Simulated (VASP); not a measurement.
Band structure of CoSn (space group P6/mmm). Computed with PBE GGA, VASP's PBE PAW potentials (set 64) (plane waves; VASP 6.6.1).

Unless said otherwise, spin-orbit coupling is left out, though it shifts the bands of the heavy elements here.

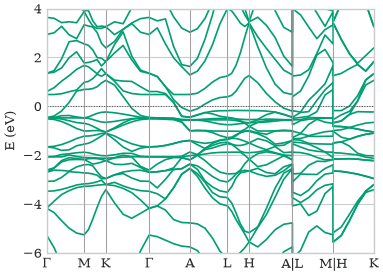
Figure: Bands along high-symmetry lines, zero at the valence-band maximum or, without a gap, the Fermi level

Problem. Read the plot: is there a gap, and where are the band edges?

Solution. It has no gap at this level: it comes out as a metal or semimetal.

The structure comes from a computed database's CoSn entry; how it stands against other phases isn't given here. The cell was not relaxed at this level. The run is not spin-polarised, so no magnetic state was tried. The electron count is odd and the run is not spin-polarised, which forces a metal.
